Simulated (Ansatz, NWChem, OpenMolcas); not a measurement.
## Computed against measured: dipole moment

10 molecules holding an element from Na to Cl; the dipole moment in D, computed less measured. Shapes, held fixed at every level: PBE0-D4/def2-TZVP. No vibrational averaging. Dipoles are compared by magnitude; molecules under 1 D, whose direction can flip, are left out. Programs: Ansatz 0.2.0, NWChem 7.3.0, OpenMolcas 26.06. A level may come from different programs for different species; with the same settings they agree closely. Measured values: NIST CCCBDB.

Levels: A = HF/def2-SVP; B = r2SCAN-D4/def2-TZVPP; C = PBE0/def2-SVP.

```
                     molecule  measured      A      B      C
      HCl (hydrogen chloride)      1.08  +0.33  +0.14  +0.29
NS (Mononitrogen monosulfide)      1.81  -0.17  -0.01  +0.01
 HBS (hydrogen boron sulfide)      1.30  +0.63  +0.08  +0.06
        CH3Cl (chloromethane)      1.87  +0.22  +0.05  +0.01
        SiH3Cl (chlorosilane)      1.31  +0.26  -0.09  +0.06
        C2H3Cl (SMILES C=CCl)      1.45  +0.15  -0.09  -0.13
          CH4S (methanethiol)      1.52  +0.13  +0.08  +0.07
    C2H3ClO (acetyl chloride)      2.72  +0.33  +0.08  -0.01
     C2H6S (dimethyl sulfide)      1.50  +0.16  +0.10  +0.07
     C3H5Cl (SMILES C/C=C/Cl)      1.97  +0.08  -0.04  -0.16
```

(1) Sum up the errors.

Answers

(1) 
| level | kind | mean error | mean absolute error | worst case |
| --- | --- | --- | --- | --- |
| HF/def2-SVP | Hartree–Fock | +0.212 | 0.246 | HBS |
| r2SCAN-D4/def2-TZVPP | meta-GGA | +0.030 | 0.076 | HCl |
| PBE0/def2-SVP | global hybrid | +0.027 | 0.087 | HCl |

On this set r2SCAN-D4/def2-TZVPP has the smallest mean absolute error and HF/def2-SVP the largest. HF/def2-SVP is too high in 9 of 10. The levels differ in basis as well as in method. The tabulated value of HCl is in doubt (older tables, estimates, or at odds with other calculations) and kept here. Over the 9 molecules whose values aren't doubted the mean absolute errors are A 0.237; B 0.069; C 0.064. The smallest two are near a tie. Spin contamination: NS (⟨S²⟩ up to 1.14). Open shells run unrestricted. The set is small.

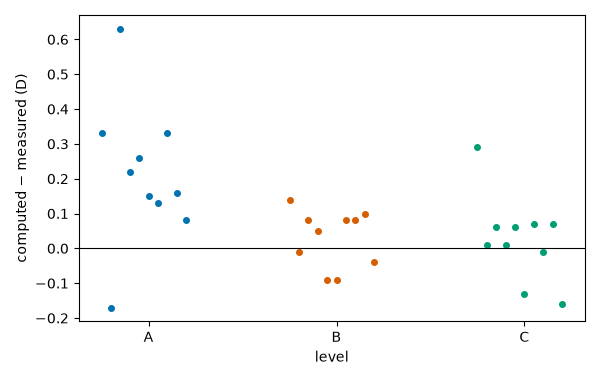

Errors of each level, one point a molecule.
